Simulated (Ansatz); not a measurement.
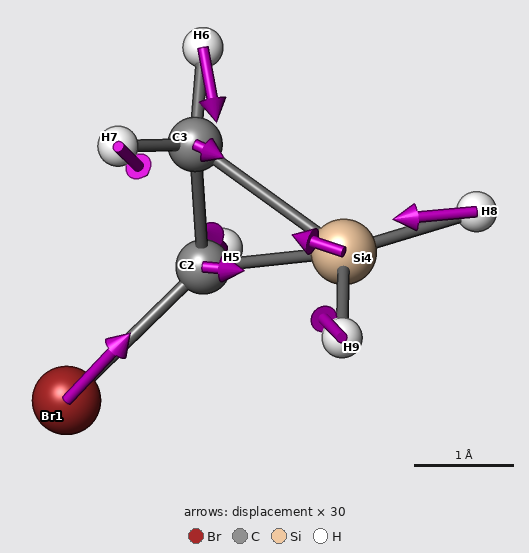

This is a relaxation of C$_{2}$H$_{5}$BrSi. The starting structure is drawn; purple arrows show the displacements, 30 times their true length. The two geometries are superimposed by the best rigid fit.

Style: ball-and-stick. Shown at a tilt.

The start comes from PBE-D4/def2-SVP.

Level of theory: RKS PBE0-D4/def2-TZVP in Ansatz 0.2.0.

Input file:
```yaml
crystal:
  periodic: [false, false, false]
  atoms:
    - {symbol: Br, position_ang: [-2.348717, 0.401902, 0.849886]}
    - {symbol: C, position_ang: [-0.778508, 0.324055, -0.290704]}
    - {symbol: C, position_ang: [0.569993, 0.746165, 0.304907]}
    - {symbol: Si, position_ang: [0.478943, -1.071653, -0.183203]}
    - {symbol: H, position_ang: [-1.025931, 0.742465, -1.280952]}
    - {symbol: H, position_ang: [1.157746, 1.480931, -0.272651]}
    - {symbol: H, position_ang: [0.578955, 0.952533, 1.389325]}
    - {symbol: H, position_ang: [1.132565, -1.545698, -1.441057]}
    - {symbol: H, position_ang: [0.323453, -2.077001, 0.907348]}
basis:
  gaussian: {orbitals: def2-TZVP}
hamiltonian: {xc: pbe0, dispersion: d4}
relax: {f_tol: 0.005, max_steps: 150}
```

Command:
```bash
ansatz run in.yaml --threads 4 --pin off --events-out ev --progress --plain --max-ram 10444MiB
```

Question: Describe the change and its energy.

Answer: Over 6 geometry steps the energy falls by 0.045 eV. The largest force component goes from 0.59 to 0.0028 eV/Å. Br1 moves most after the best rigid fit: 0.034 Å. By element the largest moves are Br 0.034 Å, H 0.029 Å, Si 0.020 Å, C 0.015 Å. Among the contacts that change: C2–Si4 1.882 → 1.850 Å, Br1–C2 1.942 → 1.921 Å, C2–H5 1.103 → 1.084 Å, C3–H6 1.104 → 1.086 Å.
